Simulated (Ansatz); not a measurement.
```xyz
6

Si    0.1243   -1.1864    0.1195
Si   -0.1243    1.1864   -0.1195
O    -0.5433   -0.1611   -1.0344
O     0.5433    0.1611    1.0344
O    -0.2811    2.6830   -0.2703
O     0.2811   -2.6830    0.2702
```

Geometry: PBE0-D4/def2-SVP.

Theory: RKS PBE0-D4/def2-TZVP (Ansatz 0.2.0).

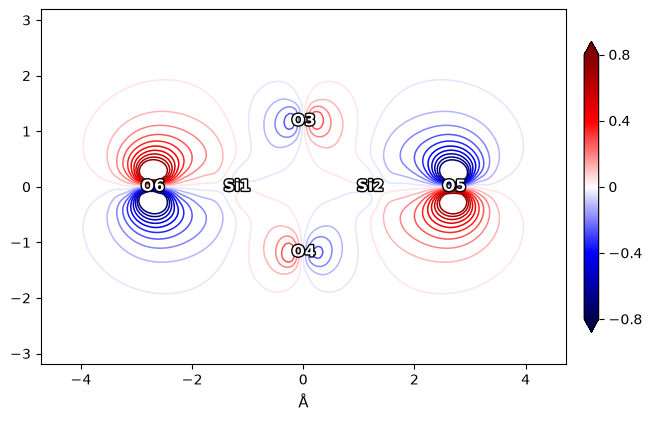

O$_{4}$Si$_{2}$. The HOMO on the molecular plane (values in Å⁻³ᐟ²; the overall sign is arbitrary).

**Describe this orbital and give its energy.**

Its weight (Hirshfeld) is mainly on O6 (about 40 %) and O5 (about 40 %); it is symmetric in the molecular plane (an in-plane orbital: σ, lone-pair or in-plane π type); it is gerade (even under inversion); largely a combination of lone pairs on O6 and O5. Its energy is −9.66 eV.
